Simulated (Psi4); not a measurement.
# CH5B− (SMILES [BH2-]C): ULCCD/6-31+G(d) (density fitting, density fitting for correlation, Cartesian functions)

What is the vertical doublet–quartet gap of CH5B− at ULCCD/6-31+G* (density fitting, density fitting for correlation, Cartesian functions)? 

Program for the calculation: Psi4 1.11.

1 further run of the same task is left out (it didn't finish).

### 1 The structure to begin with

The species is CH5B− (7 atoms), meant as a doublet with charge -1. SMILES: `[BH2-]C`. The shape is that of a GFN2-xTB optimisation.

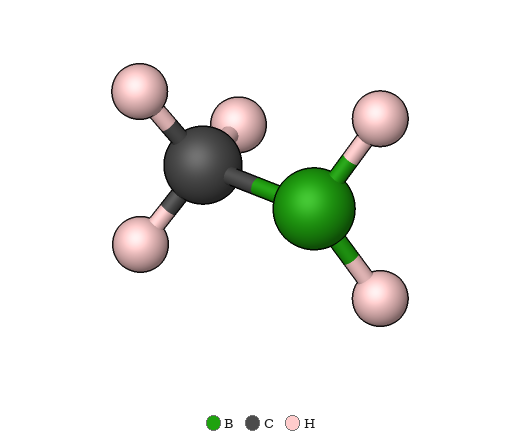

Viewed from a chosen angle; boron green, carbon dark grey, hydrogen pink.

### 2 A single-point energy at ULCCD/6-31+G(d) (density fitting, density fitting for correlation, Cartesian functions)

ch5b.dat

```
memory 1600 MB

molecule geom {
  -1 2
  B     -0.367620    -0.876680     0.296410
  C      0.129860     0.657930    -0.010930
  H      0.566410    -1.652080     0.572900
  H     -1.111250    -1.340120    -0.587590
  H      0.713810     1.090030     0.817870
  H      0.779370     0.770230    -0.909000
  H     -0.710590     1.350700    -0.179660
}

set {
  reference uhf
  scf_type df
  cc_type df
}

result, w = energy('lccd/6-31+G*', return_wfn=True)
```

Started as:

```console
$ psi4 -n 1 ch5b.dat ch5b.out
```

ch5b.out:

```text
[...]
  Running in c1 symmetry.
[...]
  Nuclear repulsion =   30.809888872353739
[...]
  Multiplicity = 2
[...]
  Nalpha       = 9
  Nbeta        = 8
[...]
    Number of basis functions: 48
[...]
   @DF-UHF iter   1:   -65.23883784194413   -7.87190e-01   9.68736e-03 DIIS/ADIIS
[...]
   @DF-UHF iter  15:   -65.39264381668153   -5.64171e-12   9.49557e-09 DIIS
[...]
   @S^2 Observed:                7.549160195E-01
[...]
    Orbital Energies [Eh]
    ---------------------
    Alpha Occupied:
       1A    -11.008700     2A     -7.352773     3A     -0.734096
       4A     -0.442613     5A     -0.352426     6A     -0.345998
       7A     -0.228491     8A     -0.212175     9A     -0.009794
    Alpha Virtual:
      10A      0.185947    11A      0.234831    12A      0.237467
      13A      0.263538    14A      0.271346    15A      0.291037
      16A      0.292900    17A      0.390231    18A      0.520066
      19A      0.526655    20A      0.542731    21A      0.553273
      22A      0.610997    23A      0.646576    24A      0.920905
      25A      0.932339    26A      0.945036    27A      1.101834
[...]
  @DF-UHF Final Energy:   -65.39264381668153
   => Energetics <=
    Nuclear Repulsion Energy =             30.8098888723537385
    One-Electron Energy =                -151.1079376126309910
    Two-Electron Energy =                  54.9054049235957251
    Total Energy =                        -65.3926438166815274
  UHF NO Occupations:
  HONO-2 :    7  A 1.9995191
  HONO-1 :    8  A 1.9985949
[...]
 Multipole Moments:
 ------------------------------------------------------------------------------------
     Multipole            Electronic (a.u.)      Nuclear  (a.u.)        Total (a.u.)
 ------------------------------------------------------------------------------------
 L = 1.  Multiply by 2.5417464519 to convert [e a0] to [Debye]
 Dipole X            :         -0.0235656            0.8728851            0.8493196
 Dipole Y            :          0.2909449            1.2455982            1.5365431
 Dipole Z            :          0.1133010           -0.9289359           -0.8156349
 Magnitude           :                                                    1.9358638
[...]
	DF-SCS-MP2 Total Energy (a.u.)     :   -65.62629301314355
	DF-SOS-MP2 Total Energy (a.u.)     :   -65.62797942685087
	DF-SCS(N)-MP2 Total Energy (a.u.)  :   -65.47932201551410
[...]
	DF-MP2 Total Energy (a.u.)         :   -65.62292018572890
[...]
```

Wall time 3.3 s (1 thread of AMD EPYC 9R45 (Zen 5), shared host); peak memory 0.2 GiB.

### 3 The quartet, same level

input.dat

```
memory 1.6 GB

molecule {
  -1 4
  B     -0.367620    -0.876680     0.296410
  C      0.129860     0.657930    -0.010930
  H      0.566410    -1.652080     0.572900
  H     -1.111250    -1.340120    -0.587590
  H      0.713810     1.090030     0.817870
  H      0.779370     0.770230    -0.909000
  H     -0.710590     1.350700    -0.179660
  units angstrom
}

set {
  reference uhf
  scf_type  df
  cc_type   df
}

e, wfn = energy('lccd/6-31+G*', return_wfn=True)
```

Started as:

```console
$ psi4 -i input.dat -o output.dat -n 1
```

output.dat:

```text
[...]
  Running in c1 symmetry.
[...]
  Nuclear repulsion =   30.809888872353739
[...]
  Multiplicity = 4
[...]
  Nalpha       = 10
  Nbeta        = 7
[...]
    Number of basis functions: 48
[...]
   @DF-UHF iter   1:   -65.05386266144913   -6.02214e-01   8.53114e-03 DIIS/ADIIS
[...]
   @DF-UHF iter  22:   -65.19621717791462   -2.40163e-12   6.28324e-09 DIIS
[...]
   @S^2 Observed:                3.771183233E+00
[...]
    Orbital Energies [Eh]
    ---------------------
    Alpha Occupied:
       1A    -11.051287     2A     -7.468063     3A     -0.790489
       4A     -0.618468     5A     -0.465509     6A     -0.388998
       7A     -0.369343     8A     -0.327781     9A     -0.149889
      10A      0.053516
    Alpha Virtual:
      11A      0.180983    12A      0.181330    13A      0.199483
      14A      0.247173    15A      0.267095    16A      0.271947
      17A      0.350516    18A      0.421306    19A      0.430274
      20A      0.487976    21A      0.493862    22A      0.520856
      23A      0.616044    24A      0.794396    25A      0.828861
[...]
  @DF-UHF Final Energy:   -65.19621717791462
   => Energetics <=
    Nuclear Repulsion Energy =             30.8098888723537385
    One-Electron Energy =                -149.6720484102149840
    Two-Electron Energy =                  53.6659423599466265
    Total Energy =                        -65.1962171779146189
  UHF NO Occupations:
  HONO-2 :    8  A 1.0000000
  HONO-1 :    9  A 1.0000000
[...]
 Multipole Moments:
 ------------------------------------------------------------------------------------
     Multipole            Electronic (a.u.)      Nuclear  (a.u.)        Total (a.u.)
 ------------------------------------------------------------------------------------
 L = 1.  Multiply by 2.5417464519 to convert [e a0] to [Debye]
 Dipole X            :         -1.3542337            0.8728851           -0.4813485
 Dipole Y            :         -1.6712434            1.2455982           -0.4256452
 Dipole Z            :          1.5259516           -0.9289359            0.5970157
 Magnitude           :                                                    0.8770964
[...]
	DF-SCS-MP2 Total Energy (a.u.)     :   -65.41975067246536
	DF-SOS-MP2 Total Energy (a.u.)     :   -65.42027393346031
	DF-SCS(N)-MP2 Total Energy (a.u.)  :   -65.28445587288283
[...]
	DF-MP2 Total Energy (a.u.)         :   -65.41870415047541
[...]
```

Run time: 4.5 s. Hardware: 1 thread of AMD EPYC 9R45 (Zen 5), shared host; peak memory 0.2 GiB.

### 4 Results

At ULCCD/6-31+G* (density fitting, density fitting for correlation, Cartesian functions):

| quantity | value |
| --- | --- |
| doublet: total energy | -65.65886 Eh |
| doublet: HOMO energy (Hartree–Fock orbitals) (highest over α and β) | -0.27 eV |
| doublet: LUMO energy (Hartree–Fock orbitals) (lowest over α and β) | 5.06 eV |
| doublet: correlation energy | -266.2 mEh |
| doublet: ⟨S²⟩ of the reference determinant | 0.755 |
| quartet: total energy | -65.45894 Eh |
| quartet: HOMO energy (Hartree–Fock orbitals) (highest over α and β) | 1.46 eV |
| quartet: correlation energy | -262.7 mEh |
| quartet: ⟨S²⟩ of the reference determinant | 3.771 |
| vertical energy of the quartet above the doublet | 5.440 eV |

At this shape the quartet lies 5.44 eV (525 kJ/mol) above the doublet. For an anion a state so high probably lies above electron detachment. The HOMO (quartet) lies at positive energy, 1.46 eV: the electron is unbound at this level or held by a compact basis; values depend on the basis.
